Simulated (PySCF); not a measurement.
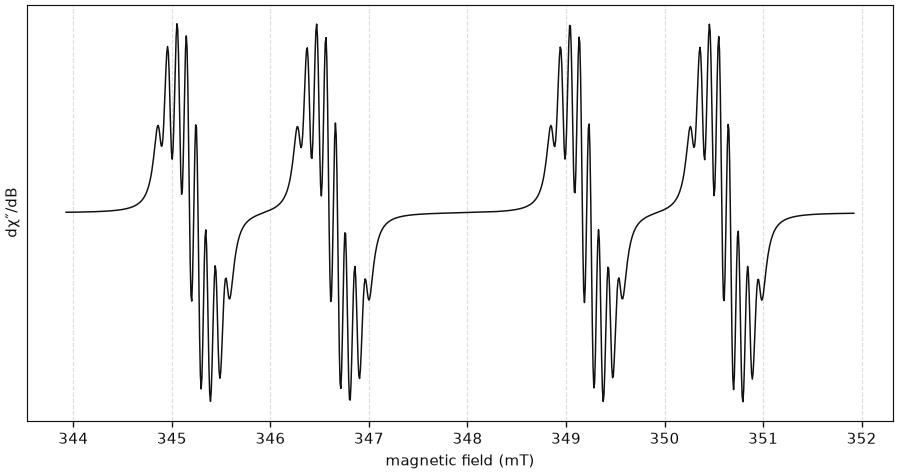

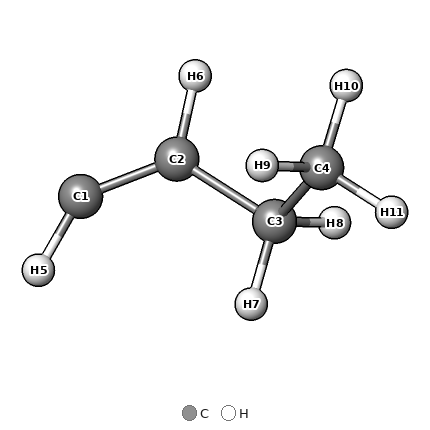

First-order isotropic EPR spectrum (fast tumbling, first derivative) of C₄H₇, SMILES [H]/[C]=C\CC, doublet at 9.75 GHz, Lorentzian lines of 0.12 mT full width at half height, from computed g and hyperfine couplings (B3LYP/pcH-1, PySCF, at a GFN2-xTB geometry (no frequency check), gas phase); values of one conformer, averaged over methyl-type rotors alone; other conformers aren't averaged in; no vibrational averaging; dilute isotopes left out. The SMILES is one Lewis form and needn't show where the spin sits.

Question: Which couplings does the calculation give? The spectrum shows the sizes of those above the line width, not their signs.

Answer:
| nuclei | isotope | a (mT) | a (MHz) |
| --- | --- | --- | --- |
| H6 | ¹H | 3.99 | 111.7 |
| H5 | ¹H | 1.41 | 39.4 |
| H7 | ¹H | −0.20 | −5.5 |
| H8 | ¹H | −0.18 | −5.1 |
| H9, H10, H11 | ¹H | 0.09 | 2.6 |

Question: What is the g value, and how wide is the spectrum?

Answer: g_iso = 2.0022, which centres the spectrum at 347.9 mT; it spans 6.1 mT.

Note: the tight-binding geometry is rougher than a DFT one and adds to the error.
